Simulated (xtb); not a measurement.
**Run report: BSiHSOF₂ (charge +1), geometry relaxation (part 1 of 4)**

BSiHSOF₂, charge +1, multiplicity 2, computed with GFN2-xTB (xtb 6.7.1).

The starting geometry was optimised with GFN2-xTB.

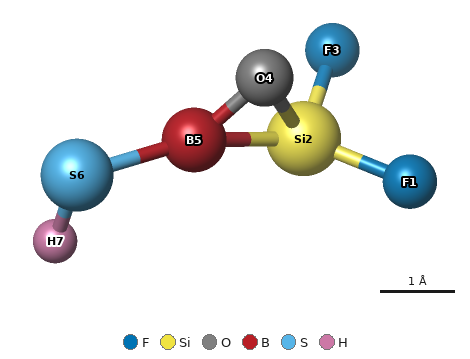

*The input geometry (ball-and-stick view, seen at a tilt; atoms are numbered from 1 in the order of the input).*

Bond lengths as drawn: B–O 1.32 Å, B–S 1.77 Å, B–Si 1.87 Å, F–Si 1.60 Å, H–S 1.33 Å and O–Si 1.79 Å.

**Input (geo.gen)**
```
7 C
 F Si O B S H
   1  1      0.24792000     -1.80071900      1.65894600
   2  2     -0.11939700     -1.12624900      0.25956900
   3  1      0.04624300     -2.36284200     -0.73577700
   4  3      1.29669800     -0.08682400     -0.10196000
   5  4      0.21097300      0.66395000     -0.18063200
   6  5     -0.14899900      2.35677500     -0.53903100
   7  6     -1.47223800      2.28780900     -0.40691400
```

**File detailed.inp**
```
$scc
   temp=5000
$opt
   hlow=0.05
$end
```

Machine: 1 thread of Arm Neoverse V1, 24 GiB of memory available, shared host.

Launched with:
```bash
xtb geo.gen --chrg 1 -u 1 --input detailed.inp --ohess tight | tee out.txt
```

**Output**
```
* xtb version 6.7.1
   ID    Z sym.   atoms
    1    9 F      1, 3
    2   14 Si     2
    3    8 O      4
    4    5 B      5
    5   16 S      6
    6    1 H      7

           -------------------------------------------------
          |                Calculation Setup                |
           -------------------------------------------------

          program call               : xtb geo.gen --chrg 1 -u 1 --input detailed.inp --ohess tight
          coordinate file            : geo.gen
          omp threads                :                     1

           -------------------------------------------------
          |                 G F N 2 - x T B                 |
           -------------------------------------------------

      * Hamiltonian:
        H0-scaling (s, p, d)           1.850000    2.230000    2.230000
        zeta-weighting                 0.500000
      * Dispersion:
        s8                             2.700000
        a1                             0.520000
        a2                             5.000000
        s9                             5.000000
      * Repulsion:
        kExp                           1.500000    1.000000
        rExp                           1.000000
      * Coulomb:
        alpha                          2.000000
        third order                    shell-resolved
        anisotropic                    true
        a3                             3.000000
        a5                             4.000000
        cn-shift                       1.200000
        cn-exp                         4.000000
        max-rad                        5.000000

          ...................................................
          :                      SETUP                      :
          :.................................................:
          :  # basis functions                  37          :
          :  # atomic orbitals                  35          :
          :  # shells                           15          :
          :  # electrons                        33          :
          :  max. iterations                   250          :
          :  Hamiltonian                  GFN2-xTB          :
          :  restarted?                      false          :
          :  GBSA solvation                  false          :
          :  PC potential                    false          :
          :  electronic temp.         5000.0000000     K    :
          :  accuracy                    1.0000000          :
          :  -> integral cutoff          0.2500000E+02      :
          :  -> integral neglect         0.1000000E-07      :
          :  -> SCF convergence          0.1000000E-05 Eh   :
          :  -> wf. convergence          0.1000000E-03 e    :
          :  Broyden damping             0.4000000          :
          :  net charge                          1          :
          :  unpaired electrons                  1          :
          ...................................................

 iter      E             dE          RMSdq      gap      omega  full diag
   1    -19.8794553 -0.198795E+02  0.103E+01    3.68       0.0  T
   2    -19.9598577 -0.804024E-01  0.639E+00    3.60       1.0  T
   3    -19.9412147  0.186430E-01  0.303E+00    3.94       1.0  T
   4    -19.9748321 -0.336174E-01  0.170E+00    3.90       1.0  T
   5    -19.9810190 -0.618697E-02  0.831E-01    3.95       1.0  T
   6    -19.9805248  0.494186E-03  0.435E-01    3.90       1.0  T
   7    -19.9813487 -0.823842E-03  0.177E-01    3.95       1.0  T
   8    -19.9811680  0.180661E-03  0.209E-01    3.93       1.0  T
   9    -19.9813685 -0.200510E-03  0.870E-02    3.94       1.0  T
  10    -19.9814046 -0.360897E-04  0.316E-02    3.94       1.2  T
  11    -19.9814097 -0.504054E-05  0.440E-03    3.94       8.6  T
  12    -19.9814098 -0.880980E-07  0.156E-03    3.94      24.2  T
  13    -19.9814098 -0.134795E-07  0.243E-04    3.94     155.4  T
  14    -19.9814098 -0.643858E-10  0.842E-05    3.94     449.0  T

   *** convergence criteria satisfied after 14 iterations ***

         #    Occupation            Energy/Eh            Energy/eV
      -------------------------------------------------------------
         1        2.0000           -1.1276873             -30.6859
       ...           ...                  ...                  ...
        11        1.9978           -0.7365240             -20.0418
        12        1.9965           -0.7290008             -19.8371
        13        1.9949           -0.7229635             -19.6728
        14        1.9948           -0.7224118             -19.6578
        15        1.9908           -0.7133768             -19.4120
        16        1.6227           -0.6474085             -17.6169
        17        1.3913           -0.6328758             -17.2214 (HOMO)
        18        0.0106           -0.4882529             -13.2860 (LUMO)
        19        0.0038           -0.4720565             -12.8453
        20        0.0000           -0.3935692             -10.7096
        21        0.0000           -0.3803167             -10.3489
        22        0.0000           -0.3205916              -8.7237
       ...           ...                  ...                  ...
        35                          0.8001349              21.7728
      -------------------------------------------------------------
                  HL-Gap            0.1446229 Eh            3.9354 eV
             Fermi-level           -0.5997242 Eh          -16.3193 eV

 SCC (total)                   0 d,  0 h,  0 min,  0.007 sec
 SCC setup                      ...        0 min,  0.000 sec (  1.295%)
 Dispersion                     ...        0 min,  0.000 sec (  0.436%)
 classical contributions        ...        0 min,  0.000 sec (  0.094%)
 integral evaluation            ...        0 min,  0.001 sec ( 12.792%)
 iterations                     ...        0 min,  0.004 sec ( 62.804%)
 molecular gradient             ...        0 min,  0.001 sec ( 20.887%)
 printout                       ...        0 min,  0.000 sec (  1.494%)

         :::::::::::::::::::::::::::::::::::::::::::::::::::::
         ::                     SUMMARY                     ::
         :::::::::::::::::::::::::::::::::::::::::::::::::::::
         :: total energy             -19.896087094700 Eh    ::
         :: gradient norm              0.073302541865 Eh/a0 ::
         :: HOMO-LUMO gap              3.935390717721 eV    ::
         ::.................................................::
         :: SCC energy               -19.981408205684 Eh    ::
         :: -> isotropic ES            0.178255619752 Eh    ::
         :: -> anisotropic ES          0.001422942405 Eh    ::
         :: -> anisotropic XC         -0.006109617565 Eh    ::
         :: -> dispersion             -0.004127627524 Eh    ::
         :: repulsion energy           0.085321110984 Eh    ::
         :: add. restraining           0.000000000000 Eh    ::
         :: total charge               1.000000000260 e     ::
         :::::::::::::::::::::::::::::::::::::::::::::::::::::

      -----------------------------------------------------------
     |                   =====================                   |
     |                        A N C O P T                        |
     |                   =====================                   |
     |               Approximate Normal Coordinate               |
     |                Rational Function Optimizer                |
      -----------------------------------------------------------

          ...................................................
          :                      SETUP                      :
          :.................................................:
          :   optimization level             tight          :
          :   max. optcycles                   200          :
          :   ANC micro-cycles                  20          :
          :   degrees of freedom                15          :
          :.................................................:
          :   RF solver                   davidson          :
          :   write xtbopt.log                true          :
          :   linear?                        false          :
          :   energy convergence         0.1000000E-05 Eh   :
          :   grad. convergence          0.8000000E-03 Eh/α :
          :   maximum RF displ.          1.0000000          :
          :   Hlow (freq-cutoff)         0.5000000E-01      :
          :   Hmax (freq-cutoff)         5.0000000          :
          :   S6 in model hess.         20.0000000          :
          ...................................................

generating ANC from exact Hessian ...
Using Lindh-Hessian (1995)
 Shifting diagonal of input Hessian by    4.6019382126318550E-002
 Lowest  eigenvalues of input Hessian
    0.000000    0.000000    0.000000    0.000000    0.000000    0.000000
    0.050000    0.052997    0.064268    0.109536    0.136738    0.179862
    0.182248    0.239842    0.381712    0.851548    0.898445    1.035344
 Highest eigenvalues
    0.851548    0.898445    1.035344    1.670321    1.876462    1.987669

........................................................................
.............................. CYCLE    1 ..............................
........................................................................

 iter      E             dE          RMSdq      gap      omega  full diag
   1    -19.9814098 -0.199814E+02  0.525E-05    3.94       0.0  T
   2    -19.9814098 -0.452971E-11  0.397E-05    3.94     951.0  T
   3    -19.9814098 -0.808598E-11  0.141E-05    3.94    2681.4  T
     SCC iter.                  ...        0 min,  0.001 sec
     gradient                   ...        0 min,  0.001 sec
 * total energy  :   -19.8960871 Eh     change       -0.3382539E-10 Eh
   gradient norm :     0.0733019 Eh/α   predicted     0.0000000E+00 (-100.00%)
   displ. norm   :     0.1004638 α      lambda       -0.4707282E-02
   maximum displ.:     0.0468897 α      in ANC's #4, #6, #9, ...

........................................................................
.............................. CYCLE    2 ..............................
........................................................................

 iter      E             dE          RMSdq      gap      omega  full diag
   1    -19.9856819 -0.199857E+02  0.557E-01    3.94       0.0  T
   2    -19.9858449 -0.162992E-03  0.298E-01    3.94       1.0  T
   3    -19.9859114 -0.664989E-04  0.208E-01    3.94       1.0  T
   4    -19.9859370 -0.255666E-04  0.616E-02    3.94       1.0  T
   5    -19.9859466 -0.957913E-05  0.305E-02    3.94       1.2  T
   6    -19.9859498 -0.319942E-05  0.173E-02    3.94       2.2  T
   7    -19.9859500 -0.233154E-06  0.101E-02    3.94       3.7  T
   8    -19.9859503 -0.330365E-06  0.276E-03    3.94      13.7  T
   9    -19.9859503 -0.602901E-08  0.793E-04    3.94      47.6  T
  10    -19.9859503 -0.541032E-09  0.208E-04    3.94     182.1  T
     SCC iter.                  ...        0 min,  0.002 sec
     gradient                   ...        0 min,  0.001 sec
 * total energy  :   -19.8998107 Eh     change       -0.3723621E-02 Eh
   gradient norm :     0.0435908 Eh/α   predicted    -0.2377397E-02 ( -36.15%)
   displ. norm   :     0.1511066 α      lambda       -0.4299251E-02
   maximum displ.:     0.0753144 α      in ANC's #4, #9, #8, ...

........................................................................
.............................. CYCLE    3 ..............................
........................................................................

 iter      E             dE          RMSdq      gap      omega  full diag
   1    -19.9910201 -0.199910E+02  0.937E-01    3.89       0.0  T
   2    -19.9913793 -0.359192E-03  0.503E-01    3.91       1.0  T
   3    -19.9915013 -0.122056E-03  0.364E-01    3.89       1.0  T
   4    -19.9915920 -0.906407E-04  0.121E-01    3.90       1.0  T
   5    -19.9916173 -0.253338E-04  0.730E-02    3.88       1.0  T
   6    -19.9916454 -0.281098E-04  0.361E-02    3.90       1.0  T
   7    -19.9916470 -0.162608E-05  0.177E-02    3.89       2.1  T
   8    -19.9916476 -0.595484E-06  0.404E-03    3.89       9.4  T
   9    -19.9916476 -0.136876E-07  0.137E-03    3.89      27.6  T
  10    -19.9916476 -0.166952E-08  0.456E-04    3.89      83.0  T
  11    -19.9916476 -0.202238E-09  0.107E-04    3.89     352.2  T
     SCC iter.                  ...        0 min,  0.003 sec
     gradient                   ...        0 min,  0.001 sec
 * total energy  :   -19.9023372 Eh     change       -0.2526466E-02 Eh
   gradient norm :     0.0167280 Eh/α   predicted    -0.2198710E-02 ( -12.97%)
   displ. norm   :     0.0581093 α      lambda       -0.5939754E-03
   maximum displ.:     0.0330966 α      in ANC's #8, #9, #4, ...

........................................................................
.............................. CYCLE    4 ..............................
........................................................................

 iter      E             dE          RMSdq      gap      omega  full diag
   1    -19.9919846 -0.199920E+02  0.413E-01    3.83       0.0  T
   2    -19.9920071 -0.224814E-04  0.234E-01    3.85       1.0  T
   3    -19.9919735  0.336403E-04  0.188E-01    3.82       1.0  T
   4    -19.9920309 -0.574640E-04  0.542E-02    3.84       1.0  T
   5    -19.9920399 -0.893895E-05  0.335E-02    3.83       1.1  T
   6    -19.9920449 -0.503579E-05  0.169E-02    3.83       2.2  T
   7    -19.9920455 -0.609083E-06  0.423E-03    3.83       8.9  T
   8    -19.9920455 -0.113799E-07  0.219E-03    3.83      17.3  T
   9    -19.9920455 -0.790625E-08  0.649E-04    3.83      58.3  T
  10    -19.9920455 -0.483730E-09  0.120E-04    3.83     315.1  T
     SCC iter.                  ...        0 min,  0.002 sec
     gradient                   ...        0 min,  0.001 sec
 * total energy  :   -19.9028127 Eh     change       -0.4755113E-03 Eh
   gradient norm :     0.0158649 Eh/α   predicted    -0.2979899E-03 ( -37.33%)
   displ. norm   :     0.1139778 α      lambda       -0.1006183E-02
   maximum displ.:     0.0755853 α      in ANC's #8, #9, #12, ...

........................................................................
.............................. CYCLE    5 ..............................
........................................................................

 iter      E             dE          RMSdq      gap      omega  full diag
   1    -19.9915039 -0.199915E+02  0.838E-01    3.67       0.0  T
   2    -19.9915388 -0.349645E-04  0.496E-01    3.72       1.0  T
   3    -19.9911298  0.409015E-03  0.415E-01    3.64       1.0  T
   4    -19.9916551 -0.525295E-03  0.964E-02    3.71       1.0  T
   5    -19.9916847 -0.296197E-04  0.538E-02    3.68       1.0  T
   6    -19.9916918 -0.709403E-05  0.277E-02    3.69       1.4  T
   7    -19.9916938 -0.198364E-05  0.647E-03    3.69       5.8  T
   8    -19.9916938 -0.455040E-07  0.416E-03    3.69       9.1  T
   9    -19.9916939 -0.316534E-07  0.104E-03    3.69      36.3  T
  10    -19.9916939 -0.114005E-08  0.171E-04    3.69     220.6  T
  11    -19.9916939 -0.338254E-10  0.710E-05    3.69     532.1  T
     SCC iter.                  ...        0 min,  0.003 sec
     gradient                   ...        0 min,  0.001 sec
 * total energy  :   -19.9034905 Eh     change       -0.6778560E-03 Eh
   gradient norm :     0.0129673 Eh/α   predicted    -0.5096257E-03 ( -24.82%)
   displ. norm   :     0.0716692 α      lambda       -0.4204696E-03
   maximum displ.:     0.0518822 α      in ANC's #8, #10, #12, ...

........................................................................
.............................. CYCLE    6 ..............................
........................................................................
```
